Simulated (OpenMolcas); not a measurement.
# Mn³⁺ among point charges: CASSCF and CASPT2 levels and susceptibility

How does a field of 6 point charges split the states of Mn³⁺, and what χT follows?

The numbers are computed with OpenMolcas 26.06 (state-averaged CASSCF and CASPT2, spin-orbit coupling by RASSI with atomic mean-field integrals), except any that are marked as measured or tabulated.

### 1 The system

```
Species                           : Mn³⁺ (manganese, Z = 25, 22 electrons)
Basis                             : ANO-RCC-VDZP [5s4p2d1f], 34 functions
Scalar Hamiltonian                : DKH2, point nucleus
Inactive shells                   : 1s 2s 2p 3s 3p
Active space                      : 4 electrons in 5 orbitals (3d)
Some configurations of this space : 3d4
Orbitals                          : optimised for each spin and parity, averaged over all roots
```

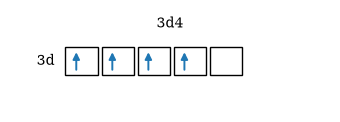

Outer shells as boxes.

The ion sits among 6 point charges of -1 e arranged as a trigonal prism (D3h), 1.66 Å from the ion, with a polar angle of 45.2° against the regular 49.1°.

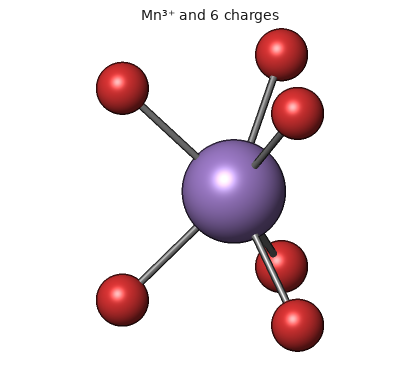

The ion and the point charges (red).

Each step is its own input file, run in one work folder so that later steps find the files of earlier ones. Labels, J, g values, rates, χT and fits are worked out afterwards by a script from the matrices that RASSI stores.

### 2 Basis and integrals

Contents of a.inp:

```
&GATEWAY
Coord
1

Mn 0.0 0.0 0.0
Basis=ANO-RCC-VDZP
Group=NoSym
NoMove
AngMom=0.0 0.0 0.0
AMFI
XField
6 Angstrom 0
1.177316 0.000000 1.170268 -1.000000
-0.588658 1.019585 1.170268 -1.000000
-0.588658 -1.019585 1.170268 -1.000000
1.177316 0.000000 -1.170268 -1.000000
-0.588658 1.019585 -1.170268 -1.000000
-0.588658 -1.019585 -1.170268 -1.000000
&SEWARD
```

Run with:

```bash
> OMP_NUM_THREADS=1 MOLCAS_MEM=1689 MOLCAS_PROJECT=a pymolcas a.inp > a.log
```

Log:

```text
Basis set label: MN.ANO-RCC...5S4P2D1F.

      Electronic valence basis set:
      ------------------
      Associated Effective Charge  25.000000 au
      Associated Actual Charge     25.000000 au
      Nuclear Model: Point charge

      Shell  nPrim  nBasis  Cartesian Spherical Contaminant
         s      21       5        X
         p      15       4        X
         d      10       2                 X
         f       6       1                 X
                  Relativistic Douglas-Kroll-Hess integrals:
                    - DKH order of Hamiltonian: 2
                    - DKH order of Properties : 0
                  Atomic mean-field integrals
```

### 3 CASSCF: quintets, 5 roots

Contents of a.inp:

```
&RASSCF
FileOrb=start.orb
Symmetry=1
Spin=5
nActEl=4 0 0
Inactive=9
Ras2=5
CIRoot=5 5 1
SDav=5
CIMx=300
Iter=120 100
PrWF=0.3
OrbListing=Nothing
MaxOrb=0
>>> COPY $Project.JobIph JOB001
```

start.orb holds the contracted functions of the basis, ordered by shell, or the orbitals of the step before.

Log, cut to the lines that bear on the results:

```text
[...]
      Number of active orbitals                  5
[...]
      Spin quantum number                      2.0
[...]
      Active orbitals                            5
[...]
      Number of CSFs                             5
      Number of root(s) required                 5
[...]
      Convergence after  8 iterations
[...]
      Natural orbitals and occupation numbers for root  1
      sym 1:   1.000000   0.000000   1.000000   1.000000   1.000000
      Natural orbitals and occupation numbers for root  2
      sym 1:   1.000000   1.000000   1.000000   0.000000   1.000000
      Natural orbitals and occupation numbers for root  3
      sym 1:   1.000000   1.000000  -0.000000   1.000000   1.000000
::    RASSCF root number  1 Total energy:  -1161.16339794
::    RASSCF root number  2 Total energy:  -1161.16339793
::    RASSCF root number  3 Total energy:  -1161.15644779
::    RASSCF root number  4 Total energy:  -1161.13051840
::    RASSCF root number  5 Total energy:  -1161.13051840
```

### 4 Reference wave functions, triplets, 45 roots

Contents of a.inp:

```
&RASSCF
FileOrb=start.orb
Symmetry=1
Spin=3
nActEl=4 0 0
Inactive=9
Ras2=5
CIRoot=45 45 1
SDav=45
CIMx=300
Iter=120 100
PrWF=0.3
OrbListing=Nothing
MaxOrb=0
>>> COPY $Project.JobIph JOB002
```

Log, cut to the lines that bear on the results:

```text
[...]
      Number of active orbitals                  5
[...]
      Spin quantum number                      1.0
[...]
      Active orbitals                            5
[...]
      Number of CSFs                            45
      Number of root(s) required                45
[...]
      Convergence after  7 iterations
[...]
      Natural orbitals and occupation numbers for root  1
      sym 1:   0.998637   0.500000   0.500000   1.000000   1.001363
      Natural orbitals and occupation numbers for root  2
      sym 1:   1.001362   0.500000   0.500000   1.000000   0.998637
      Natural orbitals and occupation numbers for root  3
      sym 1:   0.970999   0.126236   0.126234   1.805532   0.970999
::    RASSCF root number  1 Total energy:  -1161.05933451
::    RASSCF root number  2 Total energy:  -1161.05933451
::    RASSCF root number  3 Total energy:  -1161.05699912
[...]
::    RASSCF root number 27 Total energy:  -1161.00108603
::    RASSCF root number 28 Total energy:  -1161.00108603
::    RASSCF root number 29 Total energy:  -1160.99966175
::    RASSCF root number 30 Total energy:  -1160.99966175
```

### 5 CASSCF: singlets, 50 roots

Contents of a.inp:

```
&RASSCF
FileOrb=start.orb
Symmetry=1
Spin=1
nActEl=4 0 0
Inactive=9
Ras2=5
CIRoot=50 50 1
SDav=50
CIMx=300
Iter=120 100
PrWF=0.3
OrbListing=Nothing
MaxOrb=0
>>> COPY $Project.JobIph JOB003
```

Run with:

```bash
> OMP_NUM_THREADS=1 MOLCAS_MEM=1689 MOLCAS_PROJECT=a pymolcas a.inp > a.log
```

Log, cut to the lines that bear on the results:

```text
[...]
      Number of active orbitals                  5
[...]
      Spin quantum number                      0.0
[...]
      Active orbitals                            5
[...]
      Number of CSFs                            50
      Number of root(s) required                50
[...]
      Convergence after  7 iterations
[...]
      Natural orbitals and occupation numbers for root  1
      sym 1:   0.999839   0.091673   0.091088   1.817562   0.999839
      Natural orbitals and occupation numbers for root  2
      sym 1:   0.999841   0.091088   0.091673   1.817562   0.999837
      Natural orbitals and occupation numbers for root  3
      sym 1:   0.997932   0.500001   0.500001   0.999997   1.002068
::    RASSCF root number  1 Total energy:  -1161.01068865
::    RASSCF root number  2 Total energy:  -1161.01068865
::    RASSCF root number  3 Total energy:  -1161.00561249
[...]
::    RASSCF root number 27 Total energy:  -1160.94301499
::    RASSCF root number 28 Total energy:  -1160.92450287
::    RASSCF root number 29 Total energy:  -1160.92449088
::    RASSCF root number 30 Total energy:  -1160.91507245
```

### 6 RASSI: spin-orbit coupling between the states

Contents of a.inp:

```
&RASSI
NrOfJobIphs=3 5 45 50
1 2 3 4 5
1 2 3 4 5 6 7 8 9 10 11 12 13 14 15 16 17 18 19 20 21 22 23 24 25 26 27
28 29 30 31 32 33 34 35 36 37 38 39 40 41 42 43 44 45
1 2 3 4 5 6 7 8 9 10 11 12 13 14 15 16 17 18 19 20 21 22 23 24 25 26 27
28 29 30 31 32 33 34 35 36 37 38 39 40 41 42 43 44 45 46 47 48 49 50
IphNames
JOB001
JOB002
JOB003
EJob
SpinOrbit
DIPRint=1.0
SOCoupling=1000.0
Subsets=2
Property=9
'ANGMOM' 1 'ANGMOM' 2 'ANGMOM' 3 'MLTPL  1' 1 'MLTPL  1' 2 'MLTPL  1' 3
'AMFI' 1 'AMFI' 2 'AMFI' 3
SOProperty=3
'ANGMOM' 1 'ANGMOM' 2 'ANGMOM' 3
```

Log, cut to the lines that bear on the results:

```text
SPIN-FREE ENERGIES:
  (Shifted by EMIN (a.u.) =      -1161.1633979411)
 SF State       Relative EMIN(au)   Rel lowest level(eV)    D:o, cm**(-1)      L_eff
     1             0.0000000000        0.0000000000              0.0000         2.0
     2             0.0000000098        0.0000002657              0.0021         2.0
     3             0.0069501489        0.1891231860           1525.3814         2.0
     4             0.0328795398        0.8946978568           7216.2249         2.0
     5             0.0328795432        0.8946979508           7216.2256         2.0
     6             0.1040634295        2.8317101741          22839.2828         5.0
     7             0.1040634295        2.8317101741          22839.2828         5.0
     8             0.1063988228        2.8952594635          23351.8424         4.3
     9             0.1070174029        2.9120918845          23487.6050         4.3
    10             0.1070174058        2.9120919638          23487.6057         4.3
[...]
Eigenvalues of complex Hamiltonian:
   -----------------------------------
  (Shifted by EMIN (a.u.) =      -1161.1633979411)
 SO State       Relative EMIN(au)   Rel lowest level(eV)    D:o, cm**(-1)     J-value
     1            -0.0011709402        0.0000000000              0.0000         1.8
     2            -0.0011709397        0.0000000151              0.0001         1.8
     3            -0.0010352719        0.0036917224             29.7757         2.0
     4            -0.0005379567        0.0172243586            138.9238         2.7
     5            -0.0003104149        0.0234160871            188.8635         2.6
     6            -0.0003104059        0.0234163333            188.8655         2.6
     7             0.0001605038        0.0362304389            292.2182         2.4
     8             0.0001605038        0.0362304387            292.2182         2.4
     9             0.0008055575        0.0537832428            433.7911         2.1
    10             0.0008055575        0.0537832430            433.7911         2.1
    11             0.0070529331        0.2237829948           1804.9316         2.6
[...]
```

These steps: 25 s of run time, 1 thread of Arm Neoverse V1, shared host.

States without spin-orbit coupling:

```tsv
state	degeneracy	E (cm-1)	free-ion L (%)
5E	2	0	D (100)
5A1	1	1525	D (100)
5E	2	7216	D (100)
3E	2	22839	H (100)
3A2	1	23352	H (64)
3E	2	23488	H (48)
3A1	1	24353	H (64)
3A2	1	24361	H (64)
3E	2	25050	H (83)
3E	2	25870	H (89)
3E	2	26088	P (47)
3E	2	27805	G (42)
3E	2	28990	F (56)
3A2	1	29091	P (54)
3A2	1	29864	F (90)
3A1	1	29884	F (90)
3A2	1	31311	P (37)
3A1	1	32421	G (92)
1E	2	33516	I (75)
3A1	1	33805	G (62)
3A2	1	33810	G (62)
3E	2	34358	G (54)
1E	2	34630	I (100)
1A1	1	35176	G (92)
```

With spin-orbit coupling:

| E (cm-1) | Degeneracy | Label | 2S+1 | g |
| --- | --- | --- | --- | --- |
| 0.0 | 2 | E | 5 | 0.00 0.00 5.74 |
| 29.8 | 1 | A1 | 5 |  |
| 138.9 | 1 | A2 | 5 |  |
| 188.9 | 2 | E | 5 | 0.00 0.00 2.30 |
| 292.2 | 2 | E | 5 | 0.00 0.00 6.05 |
| 433.8 | 2 |  | 5 | 0.00 0.00 10.01 |
| 1805 | 2 | E | 5 | 0.00 0.00 7.96 |
| 1847 | 2 | E | 5 | 0.00 0.00 3.98 |
| 1860 | 1 | A1 | 5 |  |
| 7081 | 2 |  | 5 | 0.00 0.00 4.01 |
| 7277 | 2 | E | 5 | 0.00 0.00 0.01 |
| 7466 | 2 | E | 5 | 0.00 0.00 4.00 |
| 7647 | 2 |  | 5 | 0.00 0.00 8.00 |
| 7823 | 2 | E | 5 | 0.00 0.00 12.00 |
| 22852 | 2 | E | 3 | 0.00 0.00 6.00 |
| 23068 | 2 | E | 3 | 0.00 0.00 10.00 |
| 23274 | 2 |  | 3 | 0.00 0.00 13.99 |
| 23341 | 1 | A2 | 3 |  |
| 23342 | 1 | A1 | 3 |  |
| 23517 | 1 | A1 | 3 |  |
| 23583 | 2 | E | 3 | 0.00 0.00 3.99 |
| 23595 | 2 | E | 3 | 0.00 0.00 3.86 |
| 23984 | 2 | E | 3 | 0.00 0.00 0.02 |
| 24394 | 2 | E | 3 | 0.00 0.00 9.92 |

The table of states holds 24 of 66 computed; the rest, higher up, is left out. Labels of spin-orbit levels are those of the rotation subgroup (D3 for D3h). Principal g values are given for doublets only; a zero marks a field direction without first-order Zeeman splitting.

Powder χT (cm³ K/mol): 1.09 at 2 K, 1.18 at 5 K, 1.33 at 10 K, 1.50 at 20 K, 1.67 at 50 K, 1.85 at 100 K, 2.01 at 150 K, 2.16 at 200 K, 2.27 at 250 K, 2.36 at 300 K.

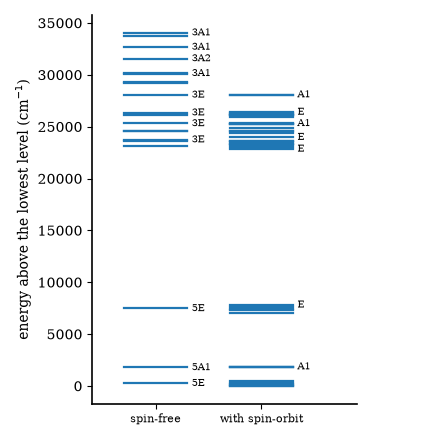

The states in the field without (left) and with (right) spin-orbit coupling.

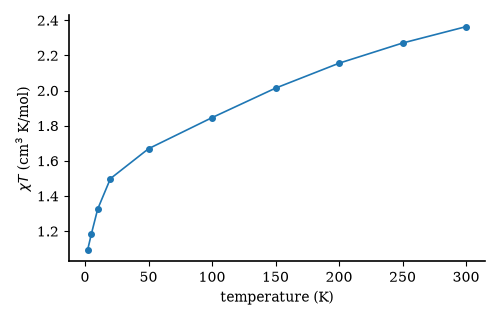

χT against temperature.

### 7 CASPT2: IPEA 0.25, imaginary shift 0.1 (closed shells correlated: 3s 3p)

Contents of a.inp:

```
>>> COPY JOB001 $Project.JobIph
&CASPT2
Multistate=5 1 2 3 4 5
NoMult
Frozen=5
IPEA=0.25
Imaginary=0.1
MaxIter=60
WThr=0.0 0.3 0.05
PrWF=0.5
NoMix
>>> COPY JOB002 $Project.JobIph
&CASPT2
Multistate=45 1 2 3 4 5 6 7 8 9 10 11 12 13 14 15 16 17 18 19 20 21 22
23 24 25 26 27 28 29 30 31 32 33 34 35 36 37 38 39 40 41 42 43 44 45
NoMult
Frozen=5
IPEA=0.25
Imaginary=0.1
MaxIter=60
WThr=0.0 0.3 0.05
PrWF=0.5
NoMix
>>> COPY JOB003 $Project.JobIph
&CASPT2
Multistate=50 1 2 3 4 5 6 7 8 9 10 11 12 13 14 15 16 17 18 19 20 21 22
23 24 25 26 27 28 29 30 31 32 33 34 35 36 37 38 39 40 41 42 43 44 45 46
47 48 49 50
NoMult
Frozen=5
IPEA=0.25
Imaginary=0.1
MaxIter=60
WThr=0.0 0.3 0.05
PrWF=0.5
NoMix
```

Log, cut to the lines that bear on the results:

```text
[...]
      Active orbitals                            5
[...]
      E2 (Variational):          -0.2627219665
      Total energy:           -1161.4261199077
[...]
::    CASPT2 Root  1     Total energy:  -1161.42611991
::    CASPT2 Root  2     Total energy:  -1161.42611989
[...]
::    CASPT2 Root 27     Total energy:  -1161.22732935
::    CASPT2 Root 28     Total energy:  -1161.20946530
::    CASPT2 Root 29     Total energy:  -1161.20944777
::    CASPT2 Root 30     Total energy:  -1161.19870265
```

This run: 9.3 s of run time, 1 thread of Arm Neoverse V1, shared host.

SS-CASPT2: lowest energy less the reference's lowest, -0.2627 hartree; reference weights 0.944 to 0.961.

States without spin-orbit coupling:

```tsv
state	degeneracy	E (cm-1)	free-ion L (%)
5E	2	0	D (100)
5A1	1	1941	D (100)
5E	2	7565	D (100)
3E	2	21273	H (100)
3E	2	21485	H (48)
3A1	1	22375	H (64)
3A2	1	22380	H (64)
3A2	1	22429	H (64)
3E	2	22640	P (47)
3E	2	23813	H (83)
3E	2	24676	G (42)
3E	2	25005	H (89)
3A2	1	25861	P (54)
3A2	1	26613	F (90)
3A1	1	26616	F (90)
3E	2	26852	F (56)
3A2	1	28773	P (37)
3A1	1	29964	G (92)
1A1	1	30407	G (92)
3A2	1	31751	G (62)
3A1	1	31756	G (62)
1E	2	31986	G (94)
1E	2	32018	I (75)
3E	2	32273	G (54)
```

With spin-orbit coupling:

```
E (cm-1)  Degeneracy  Label  2S+1                g
       0           2      E     5   0.00 0.00 5.82
      38           1     A1     5                 
     130           1     A2     5                 
     190           2      E     5   0.00 0.00 2.21
     290           2      E     5   0.00 0.00 6.03
     420           2            5  0.00 0.00 10.01
    2200           2      E     5   0.00 0.00 7.98
    2240           2      E     5   0.00 0.00 3.99
    2250           1     A1     5                 
    7420           2            5   0.00 0.00 4.01
    7610           2      E     5   0.00 0.00 0.01
    7800           2      E     5   0.00 0.00 4.00
    7990           2            5   0.00 0.00 8.00
    8160           2      E     5  0.00 0.00 12.00
   21280           2      E     3   0.00 0.00 6.00
   21330           1     A2     3                 
   21330           1     A1     3                 
   21500           2      E     3   0.00 0.00 9.99
   21550           2      E     3   0.00 0.00 3.96
   21700           2            3  0.00 0.00 13.99
   21920           2      E     3   0.00 0.00 0.15
   22340           1     A1     3                 
   22430           2      E     3   0.00 0.00 9.96
   22620           2      E     3   0.00 0.00 3.89
```

Powder χT (cm³ K/mol): 1.11 at 2 K, 1.18 at 5 K, 1.30 at 10 K, 1.49 at 20 K, 1.70 at 50 K, 1.91 at 100 K, 2.08 at 150 K, 2.22 at 200 K, 2.33 at 250 K, 2.42 at 300 K.

### 8 The methods side by side

A. CASSCF
B. SS-CASPT2, IPEA 0.25, imaginary shift 0.1 (closed shells correlated: 3s 3p)

```tsv
method	ground state	first state of that spin (cm-1)	first gap with spin-orbit (cm-1)	χT at 300 K
A	5E	5A1 1525	29.8	2.36
B	5E	5A1 1941	37.9	2.42
```

### 9 Outcome

```
                                            quantity                                                                        value
                                              method  SS-CASPT2, IPEA 0.25, imaginary shift 0.1 (closed shells correlated: 3s 3p)
                              spin-free ground state                                               5E, 2-fold in its orbital part
first state of the same spin within the active space                                                             5A1 at 1940 cm⁻¹
                                        lowest level                                               2-fold E, g = 0.00, 0.00, 5.82
                                          next level                                                                    37.9 cm⁻¹
                                         χT at 300 K                                                               2.42 cm³ K/mol
                           effective moment at 300 K                                                                      4.40 μB
```

Cost by method:

```tsv
method	time of its own steps	time with the reference
A. CASSCF	25 s	25 s
B. SS-CASPT2, IPEA 0.25, imaginary shift 0.1, +3s 3p	9.3 s	34 s
```

Times are of one thread on a shared host.

What this shows: The spin-free ground state (5E) comes to 100 % from free-ion D terms and keeps the highest spin of the shell. χT at 300 K is 2.42, against 3.01 cm³ K/mol for the spin alone, so spin-orbit coupling lowers it. An active space of the d shell alone favours high spin; real ions in strong fields can be low spin. CASPT2 does not keep the components of a term degenerate, and the means are used. The field of point charges can differ much from that of real complexes. With metal d orbitals alone active, the gaps between spin states are rough; where two lie within a few thousand cm-1, their order is open. This is an electrostatic model: the charges have no orbitals.
